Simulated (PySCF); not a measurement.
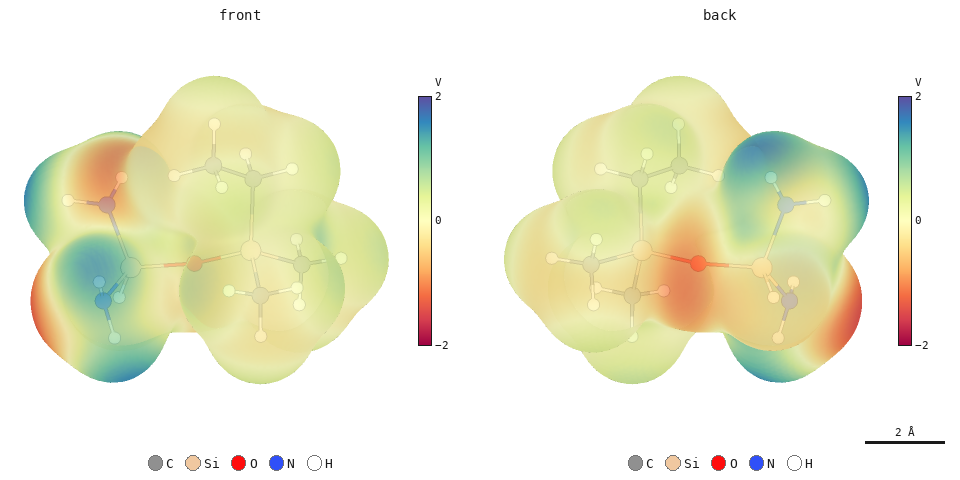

The picture shows: C₄H₁₆N₂OSi₂ (SMILES CC[Si](C)(C)O[SiH](N)N). The molecular electrostatic potential painted on the density surface at 0.002 e/bohr³, seen from the front and from behind; red is negative and blue positive.

Geometry: GFN2-xTB.

Computed with PBE0/pcSseg-1, SCF density, gas phase, non-relativistic in PySCF.

```xyz
25

C     1.5334    1.1863    1.3192
C     1.7026    0.9629   -0.1803
Si    0.6115   -0.4518   -0.8605
C     0.9563   -2.0737    0.0830
C     0.8891   -0.6892   -2.7272
O    -0.9614   -0.0712   -0.6881
Si   -2.2668    0.3122    0.2104
N    -2.6119   -0.6918    1.5641
N    -1.9627    1.8615    0.9063
H     2.1261    2.0352    1.6573
H     1.8535    0.3084    1.8749
H     0.4896    1.3788    1.5516
H     2.7532    0.7619   -0.3930
H     1.4578    1.8907   -0.6998
H     2.0015   -2.3621    0.0269
H     0.3696   -2.8923   -0.3239
H     0.6952   -1.9765    1.1329
H     0.6879    0.2233   -3.2790
H     1.9124   -0.9836   -2.9353
H     0.2368   -1.4609   -3.1226
H    -3.3618    0.1557   -0.7406
H    -2.7326   -1.6773    1.4040
H    -2.0950   -0.5429    2.4153
H    -1.6336    2.5848    0.2876
H    -2.6616    2.2358    1.5257
```

> Which sites attract a positive test charge, and which a negative one?

A positive charge is drawn to the negative regions and a negative charge to the positive ones. The most negative region (about −1.4 V, or −32 kcal/mol for a unit charge) lies over N8, the most positive (about +1.5 V, or +35 kcal/mol for a unit charge) over H22, H24 and H25. N8 is the likeliest acceptor of a hydrogen bond.

> What dipole moment does the calculation give?

Its dipole moment is 0.84 D.
